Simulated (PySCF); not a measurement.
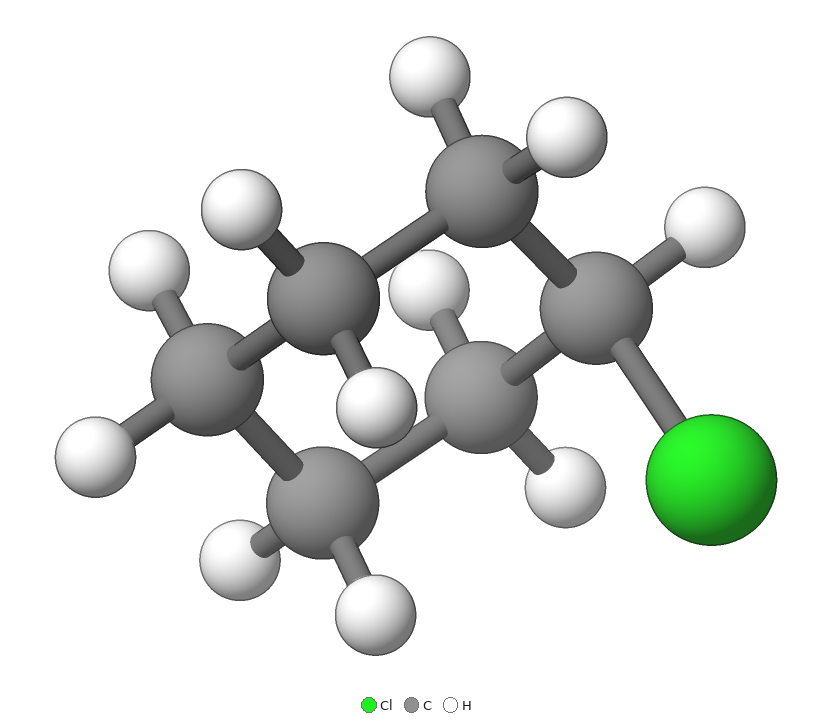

Ball-and-stick drawing of a structure.

The computed structure is the end point of a GFN2-xTB optimisation. No frequency run is at hand to confirm it as a minimum.

> What is the molecular formula?

C₆H₁₁Cl, 18 atoms: 6 carbon, 11 hydrogen and 1 chlorine.

> Name some functional groups or characteristic bonds that it holds.

Among them: C–Cl bond.

> Count the bonded pairs by element.

11 C–H, 6 C–C, 1 C–Cl.

> Does it have rings?

Independent rings (smallest set): 1 of 6 members.

> Give a SMILES string for it.

ClC1CCCCC1

More results for the same structure follow; atom numbers are the same in all pictures, views and colours differ.

**Geometry**

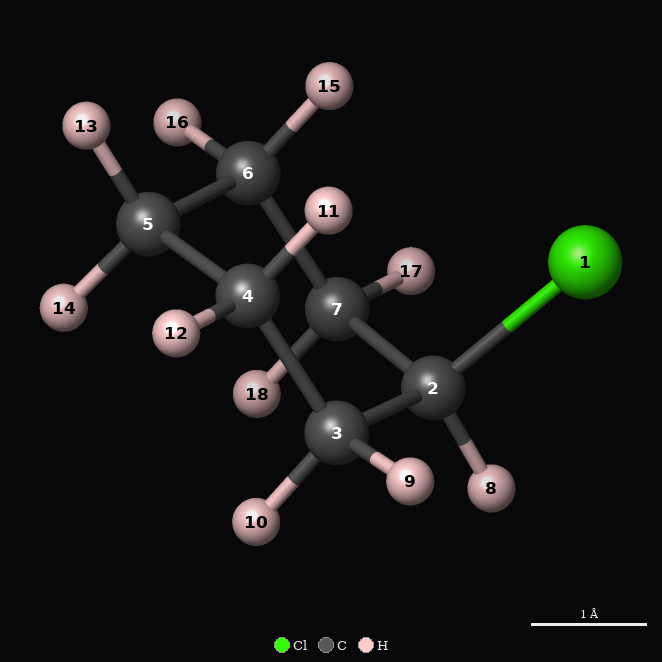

Numbered structure. No frequency run is at hand to confirm it as a minimum.

> Describe the coordination of atom 2.

C2 has 4 neighbours (Cl1 at 1.80, C3 at 1.52, C7 at 1.52, H8 at 1.09 Å); the arrangement is tetrahedral.

> How are the neighbours of atom 5 arranged?

C5 has 4 neighbours (C4 at 1.53, C6 at 1.53, H13 at 1.09, H14 at 1.09 Å); the arrangement is tetrahedral.

> How are the neighbours of atom 3 arranged?

C3 has 4 neighbours (C2 at 1.52, C4 at 1.53, H9 at 1.09, H10 at 1.09 Å); the arrangement is tetrahedral.

> What is the geometry at C4?

C4 has 4 neighbours (C3 at 1.53, C5 at 1.53, H11 at 1.09, H12 at 1.09 Å); the arrangement is tetrahedral.

> What is the dihedral angle Cl1–C2–C7–C6?

68° in size, that is gauche.

**NMR shielding**

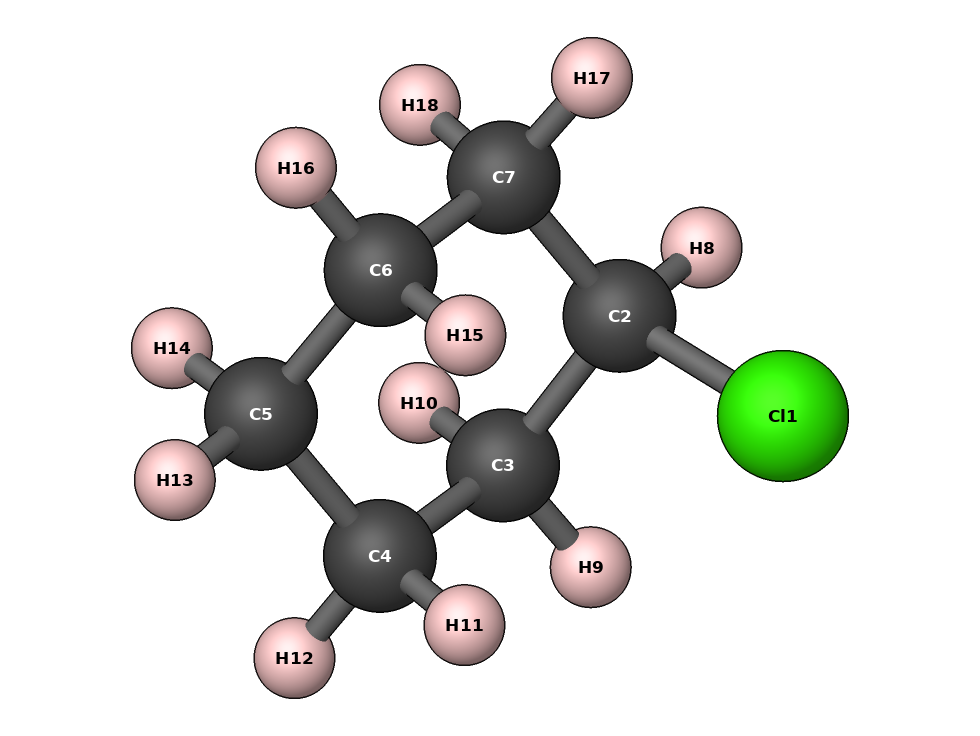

No frequency run is at hand to confirm it as a minimum. Method: GIAO PBE0/pcSseg-1 NMR shielding, non-relativistic, gas phase (PySCF 2.14.0). Principal shieldings σ11 ≤ σ22 ≤ σ33, span Ω = σ33 − σ11, skew κ = 3(σiso − σ22)/Ω.

Give the shielding tensors of the Cl atoms.

```
atom    σ11    σ22     σ33   σiso      Ω     κ
 Cl1  579.6  805.5  1057.2  814.1  477.6  0.05
```

Shieldings and span in ppm.

**Charges**

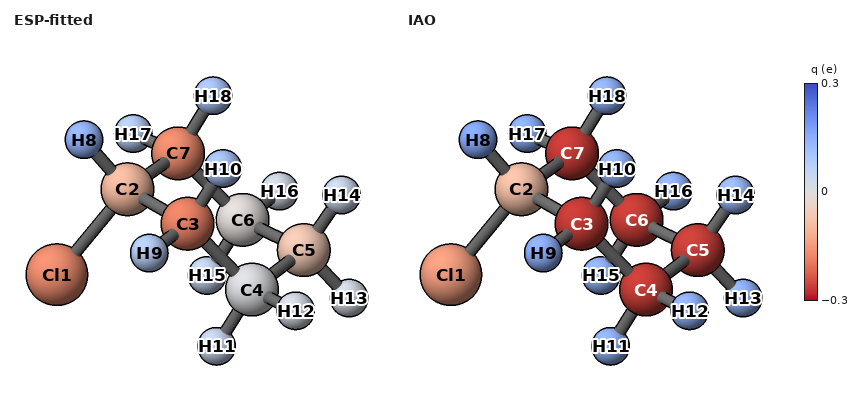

Atomic charges of one calculation by 2 schemes, on one colour scale. No frequency run is at hand to confirm it as a minimum. Method: PBE0/pcSseg-1 (PySCF 2.14.0).

> Which scheme gives the most polar picture (largest mean size of the charges)?

The IAO charges are the largest in size here.

> On which atom do the schemes disagree most?

On C4 (from −0.26 to 0.01 e); C6 (from −0.26 to −0.01 e).

List the charges (e), one line for each set of equivalent atoms.

| atom | ESP-fitted | IAO |
| --- | --- | --- |
| Cl1 | −0.16 | −0.14 |
| C2 | −0.09 | −0.08 |
| C3, C7 | −0.18 | −0.26 |
| C4, C6 | 0.01 | −0.26 |
| C5 | −0.06 | −0.26 |
| H8 | 0.13 | 0.15 |
| H9, H17 | 0.08 | 0.15 |
| H10, H18 | 0.10 | 0.13 |
| H11, H15 | 0.05 | 0.14 |
| H12, H16 | 0.02 | 0.14 |
| H13 | 0.02 | 0.14 |
| H14 | 0.04 | 0.12 |

**Electronic properties**

No frequency run is at hand to confirm it as a minimum. Properties computed with PBE0/pcSseg-1, gas phase (PySCF 2.14.0).

What does the calculation give?

- dipole moment: 2.10 D
- HOMO energy (Kohn–Sham orbital): −8.13 eV
- LUMO energy (Kohn–Sham orbital): 1.13 eV
- HOMO–LUMO gap: 9.26 eV
